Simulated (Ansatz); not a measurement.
CH6AlNO: molecular dynamics (part 2 of 2)

CH6AlNO, SMILES C[NH][AlH][OH]; RKS r2SCAN/6-31G* (Ansatz 0.2.0). The geometry comes from this level: PBE0-D4/def2-TZVP.

Geometry of the input (Å):
```
C  -1.0695  0.3064  -0.8766
N  -0.4853  -0.6555  0.0310
Al 1.0130  -0.5651  0.9654
O  2.0314  0.7892  0.8946
H  -2.0614  0.6427  -0.5510
H  -0.4376  1.1963  -0.9386
H  -1.1697  -0.0845  -1.8965
H  -1.0506  -1.4878  0.1124
H  1.4290  -1.7639  1.8950
H  1.8840  1.5709  0.3674
```

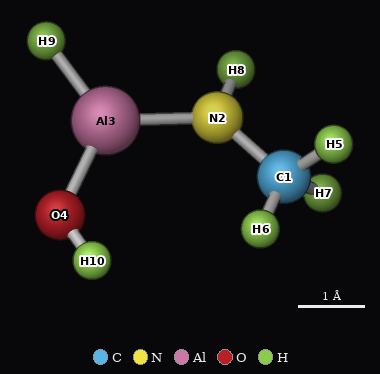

Figure 1. The geometry at step 13 of the log (ball-and-stick view, seen at a tilt; atoms are numbered from 1 in the order of the input).

Trajectory as extended XYZ, continued
```
10
Properties=species:S:1:pos:R:3:forces:R:3 step=6 time_fs=3.0 energy=-11266.36515 temperature=453.0
C    -1.0397    0.3110   -0.8588   -3.2138   0.4492   0.0901
N    -0.4844   -0.6330    0.0352   -0.1935  -1.6265   0.4841
Al    0.9951   -0.5740    0.9733    0.4466   1.2090  -0.4365
O     2.0469    0.7749    0.8475   -0.0890   0.7008  -0.2591
H    -2.0989    0.6559   -0.5022    1.2283  -0.5653  -0.4882
H    -0.5046    1.2527   -0.8192    0.6428   0.1057  -0.6084
H    -1.2294   -0.1273   -1.8688    0.5383   0.6939   0.2054
H    -1.0086   -1.5267    0.0748    0.2578   0.8165  -0.0957
H     1.3662   -1.7009    1.8999    0.3090  -0.9274   0.7197
H     1.8794    1.6133    0.3685    0.0735  -0.8560   0.3887
10
Properties=species:S:1:pos:R:3:forces:R:3 step=7 time_fs=3.5 energy=-11266.32453 temperature=442.9
C    -1.0368    0.3112   -0.8555   -3.3203   0.6063   0.0243
N    -0.4832   -0.6303    0.0357   -0.1013  -1.6386   0.5176
Al    0.9919   -0.5752    0.9749    0.5669   1.3580  -0.4584
O     2.0497    0.7730    0.8399   -0.1539   0.7132  -0.2678
H    -2.0968    0.6536   -0.4970    1.2027  -0.5671  -0.4805
H    -0.5103    1.2619   -0.8046    0.6092  -0.0325  -0.6864
H    -1.2388   -0.1324   -1.8643    0.6182   0.7791   0.2452
H    -0.9967   -1.5265    0.0663    0.1636   0.7096  -0.0815
H     1.3550   -1.6967    1.9050    0.3268  -0.9792   0.7653
H     1.8776    1.6169    0.3679    0.0882  -0.9487   0.4222
10
Properties=species:S:1:pos:R:3:forces:R:3 step=8 time_fs=4.0 energy=-11266.29566 temperature=419.4
C    -1.0345    0.3113   -0.8521   -3.3368   0.7661  -0.0211
N    -0.4816   -0.6280    0.0364   -0.0148  -1.6170   0.5367
Al    0.9888   -0.5766    0.9767    0.7150   1.4602  -0.4343
O     2.0531    0.7711    0.8325   -0.2249   0.6961  -0.2641
H    -2.0922    0.6497   -0.4922    1.1235  -0.5449  -0.4553
H    -0.5148    1.2705   -0.7920    0.5667  -0.1722  -0.7522
H    -1.2462   -0.1363   -1.8585    0.6788   0.8360   0.2409
H    -0.9847   -1.5256    0.0571    0.0617   0.5725  -0.0632
H     1.3446   -1.6947    1.9133    0.3278  -0.9806   0.7695
H     1.8745    1.6191    0.3670    0.1030  -1.0162   0.4431
10
Properties=species:S:1:pos:R:3:forces:R:3 step=9 time_fs=4.5 energy=-11266.27944 temperature=429.7
C    -1.0328    0.3116   -0.8488   -3.2680   0.9503  -0.0307
N    -0.4799   -0.6257    0.0369    0.0882  -1.5695   0.5617
Al    0.9857   -0.5779    0.9784    0.8810   1.5016  -0.3600
O     2.0568    0.7691    0.8253   -0.2910   0.6382  -0.2376
H    -2.0857    0.6437   -0.4875    0.9964  -0.4979  -0.4185
H    -0.5183    1.2792   -0.7817    0.5091  -0.3277  -0.8043
H    -1.2509   -0.1386   -1.8512    0.7139   0.8580   0.1741
H    -0.9723   -1.5241    0.0480   -0.0509   0.4100  -0.0485
H     1.3351   -1.6952    1.9248    0.3093  -0.9224   0.7230
H     1.8711    1.6200    0.3668    0.1119  -1.0408   0.4408
10
Properties=species:S:1:pos:R:3:forces:R:3 step=10 time_fs=5.0 energy=-11266.27641 temperature=429.7
C    -1.0319    0.3124   -0.8456   -3.1114   1.1396  -0.0160
N    -0.4783   -0.6232    0.0369    0.2357  -1.4750   0.6078
Al    0.9828   -0.5786    0.9801    1.0466   1.4922  -0.2527
O     2.0607    0.7674    0.8180   -0.3227   0.4047  -0.1185
H    -2.0777    0.6362   -0.4827    0.8242  -0.4215  -0.3720
H    -0.5193    1.2874   -0.7735    0.4294  -0.4895  -0.8470
H    -1.2535   -0.1400   -1.8425    0.7243   0.8569   0.0568
H    -0.9593   -1.5212    0.0393   -0.1896   0.1957  -0.0391
H     1.3260   -1.6969    1.9392    0.2771  -0.8206   0.6375
H     1.8680    1.6173    0.3692    0.0864  -0.8824   0.3432
10
Properties=species:S:1:pos:R:3:forces:R:3 step=11 time_fs=5.5 energy=-11266.27992 temperature=452.5
C    -1.0319    0.3135   -0.8425   -2.8922   1.3032   0.0031
N    -0.4769   -0.6207    0.0368    0.4165  -1.3077   0.6573
Al    0.9801   -0.5789    0.9816    1.2135   1.4300  -0.1074
O     2.0646    0.7661    0.8106   -0.3077  -0.0448   0.1062
H    -2.0691    0.6285   -0.4778    0.6211  -0.3281  -0.3173
H    -0.5182    1.2937   -0.7671    0.3444  -0.6236  -0.8816
H    -1.2547   -0.1408   -1.8336    0.7171   0.8417  -0.0794
H    -0.9457   -1.5166    0.0295   -0.3590  -0.0952  -0.0297
H     1.3171   -1.7005    1.9564    0.2329  -0.6748   0.5117
H     1.8649    1.6096    0.3726    0.0134  -0.5007   0.1371
10
Properties=species:S:1:pos:R:3:forces:R:3 step=12 time_fs=6.0 energy=-11266.27877 temperature=458.1
C    -1.0324    0.3147   -0.8392   -2.5965   1.4374  -0.0028
N    -0.4757   -0.6183    0.0371    0.5954  -1.0984   0.6966
Al    0.9775   -0.5793    0.9829    1.3901   1.3337   0.0701
O     2.0683    0.7647    0.8033   -0.2471  -0.6682   0.4119
H    -2.0593    0.6190   -0.4744    0.3612  -0.2034  -0.2322
H    -0.5151    1.2985   -0.7631    0.2516  -0.7365  -0.9013
H    -1.2553   -0.1404   -1.8248    0.7061   0.8065  -0.2283
H    -0.9325   -1.5112    0.0187   -0.5368  -0.4292  -0.0209
H     1.3088   -1.7065    1.9748    0.1827  -0.5006   0.3581
H     1.8627    1.5986    0.3768   -0.1067   0.0587  -0.1513
10
Properties=species:S:1:pos:R:3:forces:R:3 step=13 time_fs=6.5 energy=-11266.26563 temperature=411.7
C    -1.0333    0.3163   -0.8354   -2.2176   1.5190  -0.0614
N    -0.4747   -0.6161    0.0376    0.7495  -0.9117   0.7421
Al    0.9750   -0.5797    0.9843    1.5497   1.2296   0.2432
O     2.0720    0.7630    0.7964   -0.1721  -1.2765   0.7045
H    -2.0486    0.6075   -0.4739    0.0210  -0.0411  -0.0974
H    -0.5109    1.3020   -0.7612    0.1581  -0.8217  -0.9038
H    -1.2554   -0.1390   -1.8157    0.6983   0.7558  -0.3903
H    -0.9214   -1.5061    0.0082   -0.6873  -0.7338  -0.0157
H     1.3009   -1.7137    1.9925    0.1364  -0.3303   0.2056
H     1.8610    1.5884    0.3811   -0.2360   0.6107  -0.4268
10
Properties=species:S:1:pos:R:3:forces:R:3 step=14 time_fs=7.0 energy=-11266.24959 temperature=438.5
C    -1.0348    0.3181   -0.8317   -1.7668   1.5421  -0.1286
N    -0.4736   -0.6140    0.0383    0.8281  -0.8077   0.7712
Al    0.9726   -0.5800    0.9859    1.6911   1.1298   0.4018
O     2.0759    0.7610    0.7896   -0.1312  -1.6664   0.8843
H    -2.0385    0.5953   -0.4745   -0.3652   0.1386   0.0571
H    -0.5056    1.3031   -0.7617    0.0705  -0.8601  -0.8852
H    -1.2530   -0.1360   -1.8071    0.6749   0.6838  -0.5688
H    -0.9118   -1.5029   -0.0027   -0.7765  -0.9364  -0.0098
H     1.2926   -1.7216    2.0089    0.0985  -0.1744   0.0653
H     1.8580    1.5824    0.3845   -0.3235   0.9508  -0.5874
10
Properties=species:S:1:pos:R:3:forces:R:3 step=15 time_fs=7.5 energy=-11266.23980 temperature=431.3
C    -1.0370    0.3203   -0.8282   -1.2833   1.5027  -0.1669
N    -0.4723   -0.6121    0.0392    0.7969  -0.8262   0.7578
Al    0.9704   -0.5804    0.9873    1.8208   1.0283   0.5543
O     2.0796    0.7587    0.7824   -0.1312  -1.8280   0.9508
H    -2.0296    0.5840   -0.4737   -0.7526   0.3144   0.1979
H    -0.4996    1.3014   -0.7652   -0.0001  -0.8371  -0.8438
H    -1.2476   -0.1313   -1.7993    0.6245   0.5920  -0.7564
H    -0.9044   -1.5024   -0.0145   -0.7822  -0.9879   0.0051
H     1.2832   -1.7304    2.0242    0.0685  -0.0279  -0.0661
H     1.8527    1.5800    0.3868   -0.3613   1.0697  -0.6327
10
Properties=species:S:1:pos:R:3:forces:R:3 step=16 time_fs=8.0 energy=-11266.23877 temperature=413.9
C    -1.0397    0.3229   -0.8252   -0.8547   1.3956  -0.2193
N    -0.4705   -0.6106    0.0403    0.6582  -0.9258   0.6836
Al    0.9683   -0.5807    0.9888    1.9413   0.9172   0.7072
O     2.0830    0.7561    0.7752   -0.1615  -1.8298   0.9448
H    -2.0238    0.5747   -0.4720   -1.0645   0.4615   0.3086
H    -0.4933    1.2976   -0.7722   -0.0533  -0.7686  -0.7814
H    -1.2416   -0.1262   -1.7943    0.5697   0.5123  -0.8801
H    -0.8996   -1.5038   -0.0271   -0.7192  -0.9149   0.0351
H     1.2730   -1.7399    2.0393    0.0441   0.1146  -0.1929
H     1.8467    1.5793    0.3873   -0.3602   1.0378  -0.6056
10
Properties=species:S:1:pos:R:3:forces:R:3 step=17 time_fs=8.5 energy=-11266.24685 temperature=425.2
C    -1.0424    0.3254   -0.8226   -0.4944   1.2444  -0.3019
N    -0.4685   -0.6094    0.0417    0.4171  -1.1209   0.5467
Al    0.9663   -0.5807    0.9905    2.0548   0.8025   0.8574
O     2.0864    0.7532    0.7684   -0.2328  -1.6545   0.8630
H    -2.0209    0.5666   -0.4703   -1.2918   0.5810   0.3856
H    -0.4864    1.2921   -0.7818   -0.0981  -0.6694  -0.7020
H    -1.2346   -0.1202   -1.7929    0.5185   0.4481  -0.9215
H    -0.8968   -1.5072   -0.0410   -0.5887  -0.7169   0.0861
H     1.2623   -1.7495    2.0541    0.0257   0.2485  -0.3109
H     1.8410    1.5808    0.3857   -0.3103   0.8371  -0.5026
10
Properties=species:S:1:pos:R:3:forces:R:3 step=18 time_fs=9.0 energy=-11266.25782 temperature=406.5
C    -1.0450    0.3281   -0.8203   -0.2244   1.0482  -0.3825
N    -0.4667   -0.6084    0.0434    0.1319  -1.3856   0.3767
Al    0.9644   -0.5803    0.9925    2.1464   0.6881   0.9896
O     2.0898    0.7499    0.7620   -0.3415  -1.3218   0.7171
H    -2.0196    0.5600   -0.4666   -1.4446   0.6726   0.4197
H    -0.4803    1.2852   -0.7918   -0.1137  -0.5264  -0.6171
H    -1.2265   -0.1136   -1.7936    0.4613   0.3997  -0.9089
H    -0.8957   -1.5122   -0.0551   -0.4152  -0.4317   0.1556
H     1.2516   -1.7582    2.0679    0.0137   0.3657  -0.4128
H     1.8344    1.5843    0.3835   -0.2137   0.4911  -0.3373
10
Properties=species:S:1:pos:R:3:forces:R:3 step=19 time_fs=9.5 energy=-11266.27103 temperature=401.2
C    -1.0480    0.3310   -0.8182   -0.0843   0.7922  -0.4820
N    -0.4651   -0.6080    0.0448   -0.1576  -1.6566   0.1944
Al    0.9627   -0.5796    0.9948    2.2090   0.5813   1.0905
O     2.0934    0.7463    0.7560   -0.4617  -0.9440   0.5592
H    -2.0207    0.5557   -0.4606   -1.4835   0.7268   0.3999
H    -0.4751    1.2770   -0.8038   -0.0971  -0.3448  -0.5222
H    -1.2183   -0.1077   -1.7966    0.3955   0.3805  -0.8179
H    -0.8962   -1.5186   -0.0678   -0.2286  -0.1076   0.2330
H     1.2416   -1.7658    2.0793    0.0077   0.4605  -0.4923
H     1.8276    1.5884    0.3814   -0.0993   0.1116  -0.1626
10
Properties=species:S:1:pos:R:3:forces:R:3 step=20 time_fs=10.0 energy=-11266.28399 temperature=414.4
C    -1.0513    0.3336   -0.8161   -0.0736   0.5145  -0.5929
N    -0.4635   -0.6081    0.0462   -0.4462  -1.9022  -0.0012
Al    0.9615   -0.5788    0.9971    2.2470   0.4864   1.1639
O     2.0969    0.7424    0.7501   -0.5872  -0.5374   0.3981
H    -2.0251    0.5539   -0.4536   -1.3925   0.7418   0.3307
H    -0.4706    1.2673   -0.8181   -0.0591  -0.1377  -0.4157
H    -1.2102   -0.1015   -1.8018    0.3235   0.3732  -0.6607
H    -0.8966   -1.5259   -0.0795   -0.0481   0.2148   0.3143
H     1.2319   -1.7726    2.0881    0.0083   0.5343  -0.5506
H     1.8207    1.5934    0.3801    0.0279  -0.2877   0.0139
```
